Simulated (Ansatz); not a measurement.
# CH$_{4}$BIn (charge +1, doublet): what the fields show

```yaml
atoms:
  - { symbol: C, position_ang: [-0.9141, -0.6547, 0.1844] }
  - { symbol: B, position_ang: [0.3601, -1.3327, -0.3526] }
  - { symbol: In, position_ang: [0.1393, 1.5395, 0.9911] }
  - { symbol: H, position_ang: [0.4864, -2.5266, -0.2252] }
  - { symbol: H, position_ang: [-1.4638, -1.0002, 1.0716] }
  - { symbol: H, position_ang: [-1.5561, -0.1172, -0.5371] }
  - { symbol: H, position_ang: [1.2419, -0.7052, -0.8985] }
```

Geometry: PBE0-D3(BJ)/def2-SVP; core potentials replace the inner electrons of In.

Method: Ansatz, isolated molecule in a Gaussian basis; Kohn-Sham density functional theory, functional PBE0.

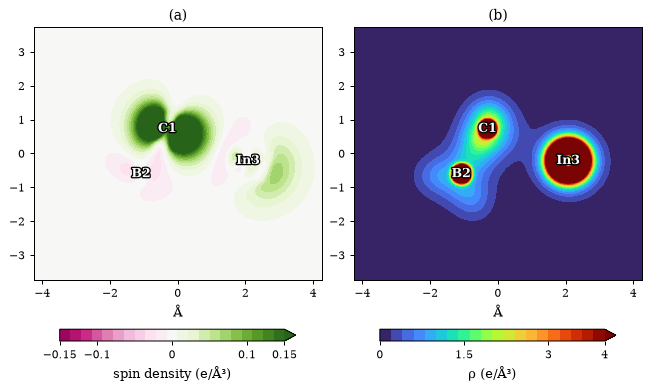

Figure 1. (a) spin density (α minus β); (b) electron density on the plane of atoms B2, C1 and In3.

What do the fields say about this system?

- The plane passes through C, B and In nuclei.
- C–B (1.54 Å): the density is about 1.5 e/Å³ at the midpoint.
- C–In (2.56 Å): ρ is about 0.28 e/Å³ halfway.
- The unpaired spin (1 electron) lies mostly on C1 (about 0.5), In3 (about 0.3) and B2 (about 0.1), in electrons by Hirshfeld's partition.

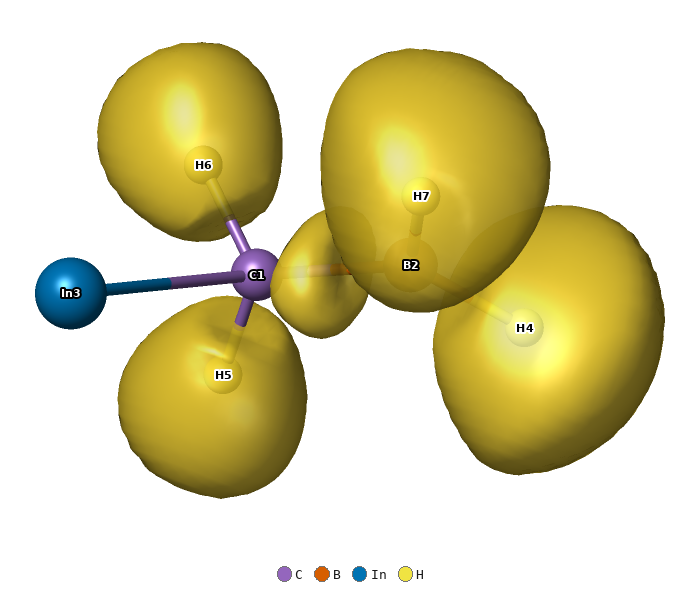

Figure 2. Isosurface of the ELF at 0.85 (yellow), seen from one side. Core shells and regions of very low density are left out.

Identify the bonds, lone pairs and shells in this picture.

At this value the surface marks out one region between bonded B–C atoms (shared pairs) and four regions around hydrogen nuclei. Along the contacts the grid gives the following. C–B (1.54 Å): the ELF peaks at about 0.95 between the atoms, as expected for a covalent bond. C–In (2.56 Å): the ELF peaks at about 0.70 in the valence shell of C, 0.8 Å from its nucleus, and is about 0.25 at the midpoint.

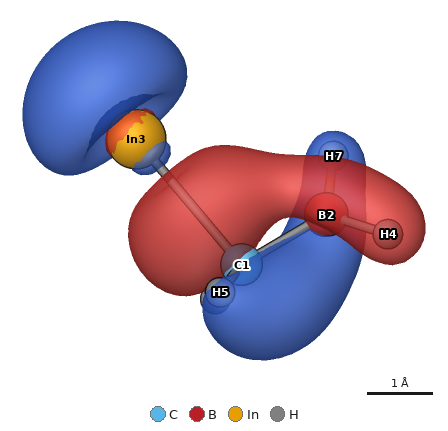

Figure 3. The LUMO (β) at ±0.1 Å⁻³ᐟ² (blue and red are the two phases), seen at a tilt.

Describe this orbital and give its energy.

Its weight (Hirshfeld) is mainly on C1 (about 35 %), In3 (about 35 %) and B2 (about 15 %). Its energy is −8.92 eV.
